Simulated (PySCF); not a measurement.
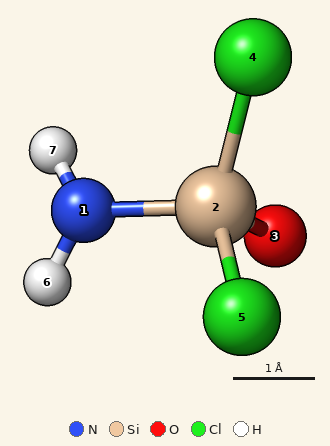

*The structure (ball-and-stick view, seen at a tilt; atoms are numbered from 1 in the order of the input).*

Bond lengths as drawn: Cl–Si 2.03 Å, H–N 1.01 Å, N–Si 1.71 Å and O–Si 1.62 Å.

**Run report: SiNH2Cl2O, energy and gradient calculation**

SiNH2Cl2O, multiplicity 2, SMILES N[Si]([O])(Cl)Cl, computed with PBE0/def2-SVP, UKS (PySCF 2.14.0).

The geometry comes from this level: PBE0-D4/def2-TZVP. Figures and captions count atoms from 1; the log counts them from 0 in places.

## Log
```
WARN: HOMO -0.321242923935707 >= LUMO -0.321242923935707

converged SCF energy = -1340.12392132955  <S^2> = 0.75711116  2S+1 = 2.0070986
total energy: -1340.12392133 hartree
--------------- UKS gradients ---------------
         x                y                z
0 N     0.0017058610    -0.0014742554    -0.0021638155
1 Si     0.0052008218    -0.0037161855    -0.0019451176
2 O    -0.0089575858     0.0072579312     0.0077302708
3 Cl     0.0063059764     0.0026648805    -0.0002631250
4 Cl     0.0003811981    -0.0066872710     0.0015989767
5 H    -0.0049241112    -0.0031141695    -0.0016720571
6 H     0.0002774415     0.0050681673    -0.0032894093
----------------------------------------------
**** MO energy ****
                             alpha | beta                alpha | beta
MO #1   energy= -101.686852740425  | -101.68680948687   occ= 1 | 1
MO #2   energy= -101.686804925519  | -101.686762118543  occ= 1 | 1
MO #3   energy= -66.3376787950648  | -66.3379732414038  occ= 1 | 1
MO #4   energy= -19.2502284372509  | -19.2283200348673  occ= 1 | 1
MO #5   energy= -14.4318120050699  | -14.4258769414252  occ= 1 | 1
MO #6   energy= -9.54006627916949  | -9.540028672781    occ= 1 | 1
MO #7   energy= -9.54003390651684  | -9.53999688603319  occ= 1 | 1
MO #8   energy= -7.27869457489275  | -7.27870546115769  occ= 1 | 1
MO #9   energy= -7.27866480334201  | -7.27867602979409  occ= 1 | 1
MO #10  energy= -7.27289170199766  | -7.27272208252323  occ= 1 | 1
MO #11  energy= -7.27285876583111  | -7.27269246287368  occ= 1 | 1
MO #12  energy= -7.27251284302424  | -7.27247220334918  occ= 1 | 1
MO #13  energy= -7.27248313307975  | -7.27244367779789  occ= 1 | 1
MO #14  energy= -5.42040115919914  | -5.42081150435648  occ= 1 | 1
MO #15  energy= -3.75936127465401  | -3.75968468294755  occ= 1 | 1
MO #16  energy= -3.7579067352969   | -3.758475904609    occ= 1 | 1
MO #17  energy= -3.75734597887682  | -3.75784168275263  occ= 1 | 1
MO #18  energy= -1.00854077763872  | -0.95626650180529  occ= 1 | 1
MO #19  energy= -0.917053237863762 | -0.896636122449543 occ= 1 | 1
MO #20  energy= -0.869079341445312 | -0.866292481677204 occ= 1 | 1
MO #21  energy= -0.850490363131908 | -0.850251406628851 occ= 1 | 1
MO #22  energy= -0.564969439050316 | -0.558472539523818 occ= 1 | 1
MO #23  energy= -0.556806084349789 | -0.553090904035254 occ= 1 | 1
MO #24  energy= -0.47817873594418  | -0.466688628760521 occ= 1 | 1
MO #25  energy= -0.440754123956644 | -0.435100355101576 occ= 1 | 1
MO #26  energy= -0.436945165156313 | -0.415594994395924 occ= 1 | 1
MO #27  energy= -0.408516628115072 | -0.367596184585469 occ= 1 | 1
MO #28  energy= -0.368168328167241 | -0.358918026808451 occ= 1 | 1
MO #29  energy= -0.366807710119193 | -0.354580954449822 occ= 1 | 1
MO #30  energy= -0.361020997885291 | -0.344144516518916 occ= 1 | 1
MO #31  energy= -0.346625368628571 | -0.320138107098899 occ= 1 | 1
MO #32  energy= -0.330828602988274 | -0.318686527731164 occ= 1 | 1
MO #33  energy= -0.326536971639052 | -0.168900375282343 occ= 1 | 0
MO #34  energy= 0.0331046878488008 | 0.0360147052003361 occ= 0 | 0
MO #35  energy= 0.0550688638592618 | 0.0632415774578381 occ= 0 | 0
MO #36  energy= 0.0845303515740028 | 0.0847138230670899 occ= 0 | 0
MO #37  energy= 0.0909603608648037 | 0.09553341420655   occ= 0 | 0
MO #38  energy= 0.124971766356886  | 0.126502652538907  occ= 0 | 0
MO #39  energy= 0.158134048623586  | 0.166456752391273  occ= 0 | 0
MO #40  energy= 0.175577442594678  | 0.176794932453868  occ= 0 | 0
MO #41  energy= 0.328921219012773  | 0.328485467461834  occ= 0 | 0
MO #42  energy= 0.375783497007017  | 0.376257849968181  occ= 0 | 0
MO #43  energy= 0.409886675341685  | 0.411300943857953  occ= 0 | 0
MO #44  energy= 0.418345879733269  | 0.421509792561725  occ= 0 | 0
MO #45  energy= 0.446695805637491  | 0.459904945270507  occ= 0 | 0
MO #46  energy= 0.52302160487133   | 0.521927254482746  occ= 0 | 0
MO #47  energy= 0.556352351575204  | 0.559481274304039  occ= 0 | 0
MO #48  energy= 0.589916058253094  | 0.593761909043058  occ= 0 | 0
MO #49  energy= 0.620724814891348  | 0.62071259263934   occ= 0 | 0
MO #50  energy= 0.652032736501096  | 0.652944793965485  occ= 0 | 0
MO #51  energy= 0.657100643466921  | 0.661646405715079  occ= 0 | 0
MO #52  energy= 0.731613541450942  | 0.737320378121747  occ= 0 | 0
MO #53  energy= 0.754303982784773  | 0.762144484936218  occ= 0 | 0
MO #54  energy= 0.761885440539515  | 0.762690199273087  occ= 0 | 0
MO #55  energy= 0.764351660796716  | 0.766859818017883  occ= 0 | 0
MO #56  energy= 0.766120599641523  | 0.769999793454017  occ= 0 | 0
MO #57  energy= 0.771349140974729  | 0.773076187557634  occ= 0 | 0
MO #58  energy= 0.77260735253728   | 0.77797015601095   occ= 0 | 0
MO #59  energy= 0.796729124527409  | 0.800636445790827  occ= 0 | 0
MO #60  energy= 0.813670118697257  | 0.815267932894019  occ= 0 | 0
MO #61  energy= 0.858123965337666  | 0.865383176612144  occ= 0 | 0
MO #62  energy= 0.86973858014699   | 0.874536301790652  occ= 0 | 0
MO #63  energy= 0.899506203679382  | 0.906726267117931  occ= 0 | 0
MO #64  energy= 0.958806954229307  | 0.959505952814163  occ= 0 | 0
MO #65  energy= 0.980740401827731  | 0.982389676408284  occ= 0 | 0
MO #66  energy= 0.986146112864406  | 0.9966075226196    occ= 0 | 0
MO #67  energy= 0.994679738080629  | 0.999075763318392  occ= 0 | 0
MO #68  energy= 1.01067077396937   | 1.01154873660262   occ= 0 | 0
MO #69  energy= 1.02797220558903   | 1.04342225674189   occ= 0 | 0
MO #70  energy= 1.06488878519449   | 1.0674382894899    occ= 0 | 0
MO #71  energy= 1.11328825779525   | 1.1289889028469    occ= 0 | 0
MO #72  energy= 1.1415534981806    | 1.15031333696689   occ= 0 | 0
MO #73  energy= 1.14983441165448   | 1.18828830804134   occ= 0 | 0
MO #74  energy= 1.30279131209792   | 1.3060066896034    occ= 0 | 0
MO #75  energy= 1.33025464906567   | 1.3433322356149    occ= 0 | 0
MO #76  energy= 1.42094296010391   | 1.4344716373939    occ= 0 | 0
MO #77  energy= 1.43643880050275   | 1.43874923318248   occ= 0 | 0
MO #78  energy= 1.59381493447252   | 1.59793296515445   occ= 0 | 0
MO #79  energy= 1.70380525494251   | 1.70342522712177   occ= 0 | 0
MO #80  energy= 1.87647413899989   | 1.87810507950061   occ= 0 | 0
MO #81  energy= 2.09807163321214   | 2.11414368000134   occ= 0 | 0
MO #82  energy= 2.11618636065998   | 2.11773350881043   occ= 0 | 0
MO #83  energy= 2.52196444434304   | 2.54451792227471   occ= 0 | 0
MO #84  energy= 2.5519168417767    | 2.57560497302987   occ= 0 | 0
MO #85  energy= 2.59240164810726   | 2.66066828474688   occ= 0 | 0
MO #86  energy= 2.60109164342472   | 2.66420281814851   occ= 0 | 0
MO #87  energy= 2.71393831988125   | 2.72697436685358   occ= 0 | 0
MO #88  energy= 2.74400779714808   | 2.76388956173431   occ= 0 | 0
MO #89  energy= 2.75052361118619   | 2.7990588338898    occ= 0 | 0
MO #90  energy= 3.07789675881871   | 3.08878823440871   occ= 0 | 0
MO #91  energy= 3.16950687854266   | 3.19702017001465   occ= 0 | 0
MO #92  energy= 3.26686295051489   | 3.26987091338484   occ= 0 | 0

To work with the spin densities directly, `use mulliken_meta_spin()` only printing them here.

 ** Mulliken spin pop alpha/beta on meta-lowdin orthogonal AOs **
 ** Mulliken Spin Density (per atom)  **
spin density of  0 N =      0.24651
spin density of  1 Si =     -0.05173
spin density of  2 O =      0.81021
spin density of  3 Cl =      0.00451
spin density of  4 Cl =      0.00444
spin density of  5 H =     -0.00697
spin density of  6 H =     -0.00697
 ** Mulliken pop alpha/beta on meta-lowdin orthogonal AOs **
 ** Mulliken atomic charges   ( Nelec_alpha | Nelec_beta ) **
charge of  0N =     -0.60376  (     3.92513      3.67862 )
charge of  1Si =      1.12420  (     6.41204      6.46377 )
charge of  2O =     -0.50251  (     4.65636      3.84615 )
charge of  3Cl =     -0.25626  (     8.63038      8.62587 )
charge of  4Cl =     -0.25637  (     8.63041      8.62596 )
charge of  5H =      0.24736  (     0.37284      0.37981 )
charge of  6H =      0.24733  (     0.37285      0.37982 )
Dipole moment(X, Y, Z, Debye):  0.95921, -0.06142,  2.77049
```

The run was set up as follows.

## Input file (calc.py)
```python
import pyscf.grad
from pyscf import gto, dft

mol = gto.M(
    atom=[
    ('N', (0.430000, -0.083200, 0.976600)),
    ('Si', (-0.271600, 0.056200, -0.572500)),
    ('O', (0.783100, -0.791700, -1.455700)),
    ('Cl', (-2.137300, -0.738800, -0.562700)),
    ('Cl', (-0.384500, 2.009200, -1.107200)),
    ('H', (1.264300, 0.438800, 1.199800)),
    ('H', (0.377400, -0.958600, 1.475900)),
],
    spin=1,
    basis='def2-svp',
    max_memory=1860,
    verbose=3,
    charge=0,
)

mf = dft.UKS(mol)
mf.xc = 'pbe0'
mf.grids.level = 5
mf.conv_tol = 1e-10
mf.kernel()
if not mf.converged:
    mf = mf.newton().run(mf.mo_coeff, mf.mo_occ)

etot = mf.e_tot
print(f'total energy: {etot:.8f} hartree')
grad = mf.Gradients().kernel()
mf.analyze()
```

Command:
```bash
OMP_NUM_THREADS=1 python calc.py
```

## Summary

- outcome: converged
- total energy: −1340.123921 hartree
- basis functions: 92
- largest force: 0.714 eV/Å
- ⟨S²⟩: 0.757
- dipole moment: 2.93 D
- hardware: 1 thread of Intel Xeon (Sapphire Rapids), 16 GiB of memory available, shared host
- wall time: 41 s
- peak memory: 0.92 GiB
